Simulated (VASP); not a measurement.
```
CELL_PARAMETERS angstrom
      0.00000     2.66847     2.66847
      2.66847     0.00000     2.66847
      2.66847     2.66847     0.00000
ATOMIC_POSITIONS crystal
  W  0.00000 0.00000 0.00000
  S  0.25000 0.25000 0.25000
```

All values below come from PBE GGA, VASP's PBE PAW potentials (set 64) (plane waves; VASP). Settings: 400 eV cut-off, 13×13×13 Γ-centred mesh, tetrahedra with Blöchl corrections, potentials W_sv S.

Unless said otherwise, spin-orbit coupling is left out, though it shifts the bands of the heavy elements here.

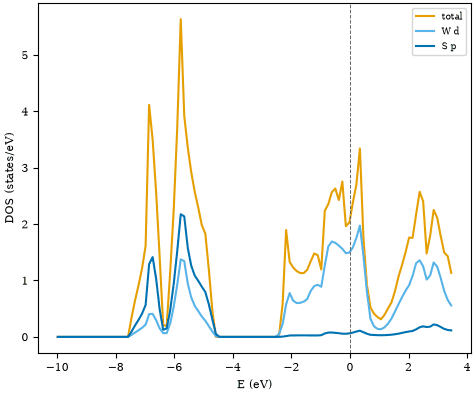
Fig. 1. Total and projected density of states, zero at the Fermi level

Within 2 eV below the Fermi level the largest weight inside VASP's projection spheres is W d.

It has no gap at this level: it comes out as a metal or semimetal.

The structure was generated: WS was put into the zinc blende type (F-43m), which need not be its known phase. It was relaxed first, which changed the volume by -35 %.
